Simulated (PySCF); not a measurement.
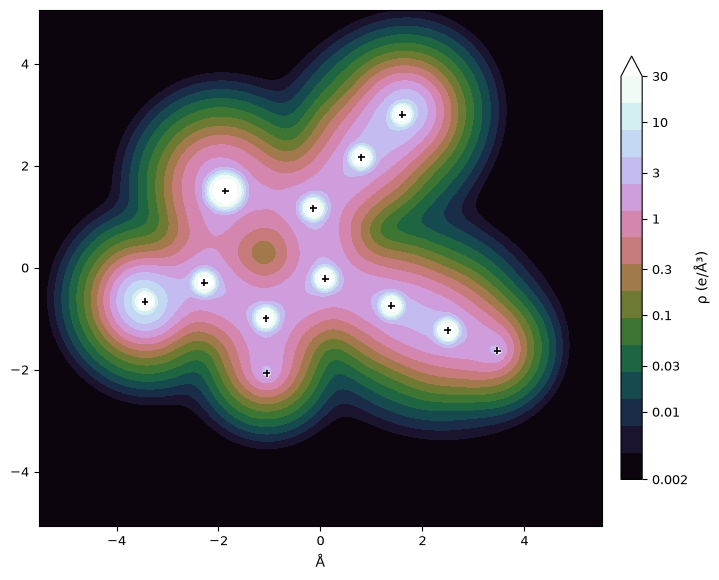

The total electron density on a plane through atoms (crosses mark nuclei in the plane).

Theory: PySCF, PBE0/def2-SVPD, SCF density, gas phase.

Candidates:
A. C2H3NO (SMILES [H]/N=C\C=O)
B. C7H2NOS (SMILES C#Cc1cc([O-])sc1C#N) (charge −1)

Which candidate gave the map?

Candidate B: C7H2NOS on the molecular plane, which holds C, O, S, N and H. C–N (1.16 Å): ρ is about 3.5 e/Å³ halfway. C–C (1.20 Å): ρ at the midpoint is about 2.7 e/Å³.
